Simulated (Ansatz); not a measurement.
Molecular dynamics, with input and output: CH₅NSi

CH₅NSi, SMILES N=C[SiH3], set up with RKS PBE0-D4/def2-SVP (Ansatz 0.2.0).

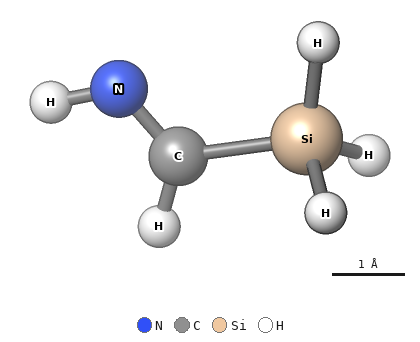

Fig. 1: The input geometry (ball-and-stick view, seen at a tilt). Bond lengths as drawn: C–H 1.10 Å, C–N 1.26 Å, C–Si 1.90 Å, H–N 1.02 Å and H–Si 1.46 to 1.47 Å.

Outcome:

```json
{"quantity": "outcome", "value": "refused by the program"}
{"quantity": "hardware", "value": "2 threads of Intel Xeon @ 2.50GHz, 180 GiB of memory available, shared host"}
```

What went wrong:

The input was spoiled on purpose: unknown ensemble. The program refused the input: “YAML parse error: error: line 15 column 64: unknown variant `nvt`, expected one of nve, nve_milne, nvt_langevin, nvt_nose_hoover, npt_langevin --> <input>:15:64 | 13 | gaussian: {orbitals: def2-SVP} 14 | hamiltonian: {xc: pbe0, dispersion: d4} 15 | md: {n_steps: 30, timestep: 0.25, temperature: 1500, ensemble: nvt, …”

Input file:
```yaml
crystal:
  periodic: [false, false, false]
  atoms:
    - {symbol: N, position_ang: [-1.396830, -0.044870, -0.954750]}
    - {symbol: C, position_ang: [-0.340330, 0.476490, -0.518060]}
    - {symbol: Si, position_ang: [0.706590, -0.452680, 0.762040]}
    - {symbol: H, position_ang: [-1.920810, 0.501080, -1.641780]}
    - {symbol: H, position_ang: [0.017760, 1.466350, -0.848350]}
    - {symbol: H, position_ang: [0.807480, 0.408530, 1.944440]}
    - {symbol: H, position_ang: [2.043080, -0.624180, 0.184080]}
    - {symbol: H, position_ang: [0.083060, -1.730720, 1.072390]}
basis:
  gaussian: {orbitals: def2-SVP}
hamiltonian: {xc: pbe0, dispersion: d4}
md: {n_steps: 30, timestep: 0.25, temperature: 1500, ensemble: nvt, seed: 727, initial_velocities: maxwell_boltzmann}
```

Command:
```bash
ansatz run in.yaml --threads 2 --pin off --events-out ev --progress --plain --max-ram 3481MiB
```

The program's output:
```
Error: YAML parse error: error: line 15 column 64: unknown variant `nvt`, expected one of nve, nve_milne, nvt_langevin, nvt_nose_hoover, npt_langevin
  --> <input>:15:64
   |
13 |   gaussian: {orbitals: def2-SVP}
14 | hamiltonian: {xc: pbe0, dispersion: d4}
15 | md: {n_steps: 30, timestep: 0.25, temperature: 1500, ensemble: nvt, seed: 727, initial_velocities: maxwell_boltzmann}
   |                                                                ^ unknown variant `nvt`, expected one of nve, nve_milne, nvt_langevin, nvt_nose_hoover, npt_langevin
```
